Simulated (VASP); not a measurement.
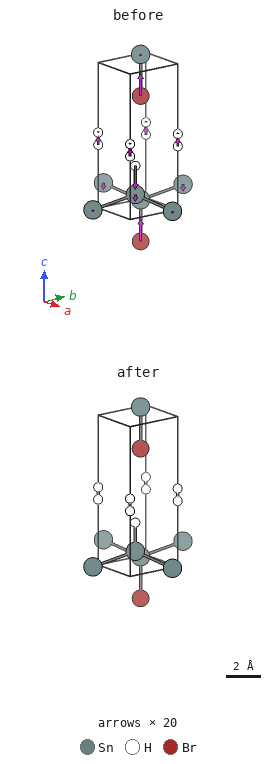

The structure of a crystal of Sn₂H₃Br (a generated structure, set up in P3m1) before (top) and after (bottom) a relaxation, at one scale. The purple arrows give the displacements (the part carried along by the change of the cell is left out), 20 times their true length.

A ball-and-stick model of the cell of the calculation, seen slightly off an axis.

The run lets cell and atoms move.

All numbers below come from Kohn-Sham DFT of a periodic cell, PBE, VASP PAW PBE potentials, recommended (VASP 6.6.1).

Input
```
SYSTEM = Sn2H3Br
PREC = Accurate ; ENCUT = 520
EDIFF = 1E-7 ; ISMEAR = 0
SIGMA = 0.1 ; LREAL = .False.
LASPH = .True. ; NELM = 120
ALGO = Normal ; ISIF = 3
LWAVE = .False. ; LCHARG = .False.
GGA = PE ; IBRION = 2
NSW = 60 ; EDIFFG = -0.005
POTIM = 0.3 ; KPAR = 4
```

Run as
```bash
cat potpaw_PBE.64/Sn_d/POTCAR potpaw_PBE.64/H/POTCAR potpaw_PBE.64/Br/POTCAR > POTCAR
mpirun -np 4 vasp_std > vasp.out
```

### Summarise the run.

The energy falls by 0.2 meV per atom in 45 geometry steps. The largest force component goes from 0.013 to 0.0047 eV/Å. Pressure: 0.03 GPa at the start and 0.00 GPa at the end. The largest move relative to the cell is that of an H atom, 0.074 Å along −c. By element the largest moves are H 0.074 Å, Br 0.070 Å, Sn 0.023 Å. The drawn cell changes as follows: a = b 4.804 → 4.799 Å (−0.1 %), c 8.827 → 9.092 Å (+3.0 %); the volume changes by +2.8 %. The space group stays P3m1 (No. 156).

Limits of the set-up: layers or molecules are held without a dispersion correction, so their spacing is unreliable.
